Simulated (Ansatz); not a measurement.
```json
{"atom": "N", "x (Å)": "-2.8784", "y (Å)": "-1.7968", "z (Å)": "0.6063"}
{"atom": "O", "x (Å)": "-1.8640", "y (Å)": "0.7896", "z (Å)": "-1.0047"}
{"atom": "Sn", "x (Å)": "-2.4144", "y (Å)": "0.3319", "z (Å)": "0.8113"}
{"atom": "H", "x (Å)": "-2.8786", "y (Å)": "-2.4484", "z (Å)": "1.4001"}
{"atom": "H", "x (Å)": "-2.5486", "y (Å)": "-2.2770", "z (Å)": "-0.2404"}
```

Geometry: BLYP-D3(BJ)/def2-SVPD; core potentials replace the inner electrons of Sn.

These are results of isolated molecule in a Gaussian basis; Kohn-Sham density functional theory, functional PBE0 in Ansatz 0.2.0, not measurements.

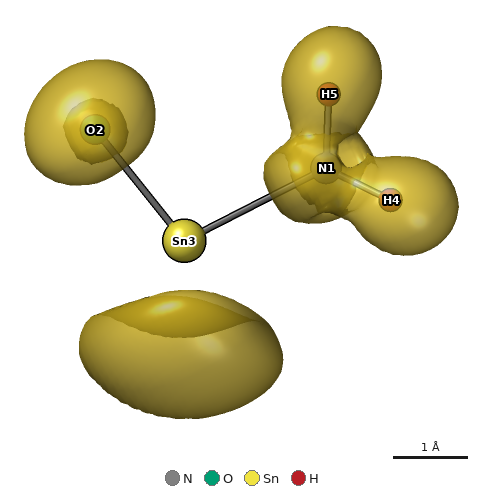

H2NOSn (charge −1). Isosurface of the ELF at 0.75 (yellow), seen across its widest extent. Core shells and regions of very low density are left out.

Question: What do the ELF domains correspond to?

Answer: The ELF exceeds this value in one lobe on Sn, pointing away from the bonds (lone pairs), one region wrapped around O (its valence shell) and one joined region spread over several atoms (H, N), in which their bonds and any lone pairs are merged.

Values along the shortest contacts:
Sn–O (1.95 Å): the ELF peaks at about 0.80 in the valence shell of O, 0.6 Å from its nucleus, and drops to about 0.15 between the two atoms. Sn–N (2.19 Å): the ELF peaks at about 0.90 in the valence shell of N, 0.7 Å from its nucleus, and drops to about 0.15 between the two atoms.
